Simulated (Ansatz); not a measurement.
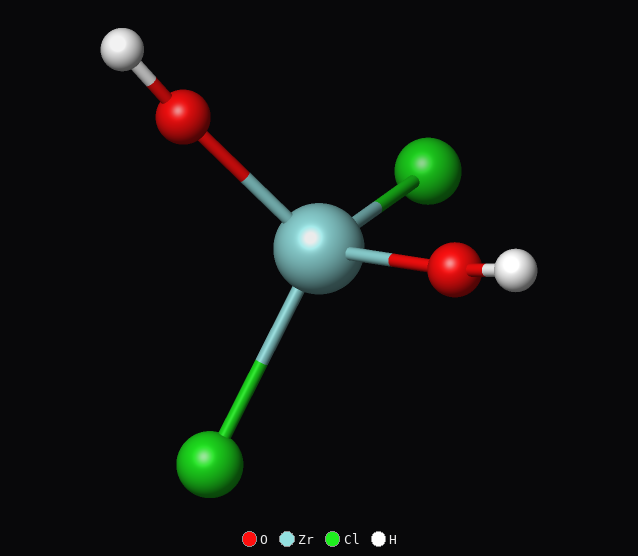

The picture shows the input geometry.

The calculation was set up as follows.

```yaml
crystal:
  periodic: [false, false, false]
  atoms:
    - {symbol: O, position_ang: [-1.203236, 0.896937, 0.781682]}
    - {symbol: Zr, position_ang: [-0.103570, -0.107205, -0.388605]}
    - {symbol: O, position_ang: [1.532931, -0.557558, 0.451853]}
    - {symbol: Cl, position_ang: [-1.230006, -2.091163, -0.984127]}
    - {symbol: Cl, position_ang: [0.351346, 1.184227, -2.308194]}
    - {symbol: H, position_ang: [-1.654181, 1.389495, 1.461715]}
    - {symbol: H, position_ang: [2.306717, -0.714733, 0.985677]}
basis:
  gaussian: {orbitals: def2-TZVP}
hamiltonian: {xc: {name: HF}}
correlation: {method: rpa}
scf: {lower_state_search: full}
```

It was started with:

```sh
ansatz run in.yaml --threads 4 --pin off --events-out ev --progress --plain --max-ram 10444MiB
```

What the program printed:

```
Functional definition: HF
  name "HF"
  cite "Fock, Z. Phys. 61, 126 (1930) doi:10.1007/BF01340294"
  parent pbe
  exchange = exact_x
  correlation = 0
1296 factors; integrals over basis functions are off by at most 1.3e-3 eV
mean field evaluation 1: about -30384.0895 eV, gradient 5.9e1 eV
mean field evaluation 2: about -30384.2577 eV, gradient 6.0e1 eV
mean field evaluation 4: about -30390.3971 eV, gradient 3.1e0 eV
mean field evaluation 8: about -30390.4515 eV, gradient 1.9e-1 eV
mean field evaluation 16: about -30294.1471 eV, gradient 2.0e2 eV
mean field evaluation 32: about -30390.4518 eV, gradient 1.4e-6 eV
mean field evaluation 64: about -30390.4518 eV, gradient 1.7e-5 eV
mean field -30390.45175056 eV, -1116.8285024450 hartree, gradient 1.5e-6 eV, S^2 0.000000; 3 other end points of the search recorded, 0 dependent functions left out
12 core orbitals not correlated: weight in the atoms' cores, before any rotation towards them, 1.000 or more for the frozen orbitals, at most 0.000 for the correlated occupied ones
reference -30390.45175056 eV, -1116.8285024450 hartree; 20, 20 occupied and 156, 156 virtual orbitals, 1296 factors
Total energy: -30425.49266270 eV, -1118.1162322146 hartree
```

The run converged.
